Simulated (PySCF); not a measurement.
SMILES [SiH2](Cl)[SiH2]B(O)O at its GFN2-xTB optimised geometry (Å):

```
12

O     -0.3874    -1.6335    -0.0346
B      0.2194    -0.4290     0.0000
O      1.5797    -0.4290     0.0000
Si    -0.9721     1.1491     0.0000
Si    -2.0524     1.5298    -2.0218
Cl    -0.6790     1.4733    -3.5311
H      0.2025    -2.3906    -0.0562
H      2.0355     0.4100     0.0136
H     -2.0355     1.0931     1.0160
H     -0.2409     2.3906     0.3538
H     -3.0575     0.5368    -2.4115
H     -2.7019     2.8338    -2.1734
```

Computed with PBE0/def2-TZVP run with PySCF. Cells within 0.4 Å of a nucleus heavier than hydrogen are left out (blank, or x).

Map of the log10 of the electron density (e/bohr³), floored at −4 on the plane z = 0.0 Å:

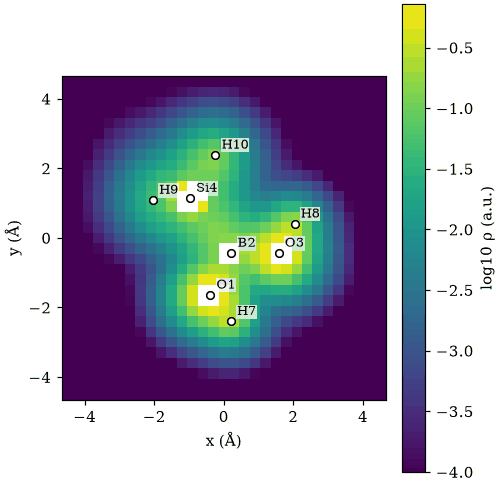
Figure: Log10 of the electron density (e/bohr³), floored at −4 on the plane z = 0.0 Å.
